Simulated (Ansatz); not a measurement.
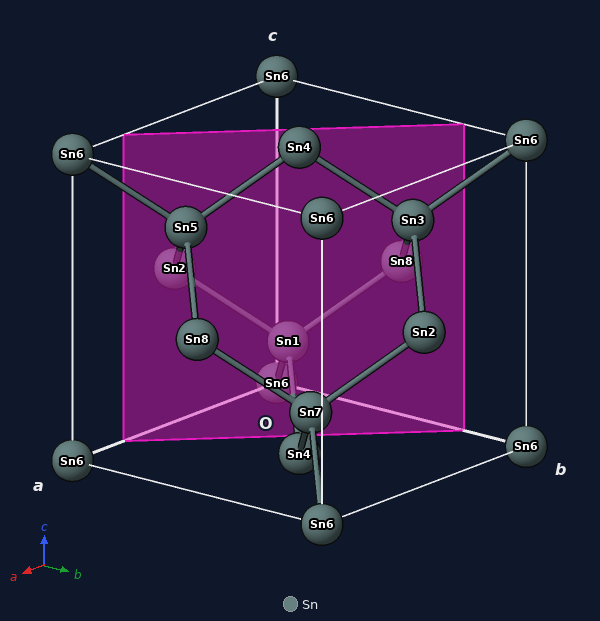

The shaded plane is a symmetry element of the crystal. Crystal: Sn, the input geometry of an electronic-structure calculation (not necessarily at equilibrium); the starting structure was generated, so it need not be a known form of this composition. Symmetry computed with spglib at a tolerance of 0.002 Å; standard conventional cell.

a = 6.492 Å, b = 6.492 Å, c = 6.492 Å, α = 90.00°, β = 90.00°, γ = 90.00°.

```
atom       x       y       z
 Sn1  0.2500  0.2500  0.2500
 Sn2  0.5000  0.0000  0.5000
 Sn3  0.2500  0.7500  0.7500
 Sn4  0.5000  0.5000  0.0000
 Sn5  0.7500  0.2500  0.7500
 Sn6  0.0000  0.0000  0.0000
 Sn7  0.7500  0.7500  0.2500
 Sn8  0.0000  0.5000  0.5000
```

Question: Is it a mirror or a glide plane, and what is the operation?

Answer: It is a glide plane with glide vector (1/4, −1/4, 1/2), parallel to (1 1 0), through (3/8, 3/8, 1/2): x, y, z → −y+1, −x+1/2, z+1/2.

Question: Onto which atom does it carry each atom (up to whole multiples of a, b and c)?

Answer: Sn1 → Sn5, Sn2 → Sn6, Sn3 → Sn1, Sn4 → Sn2, Sn5 → Sn7, Sn6 → Sn8, Sn7 → Sn3, Sn8 → Sn4.
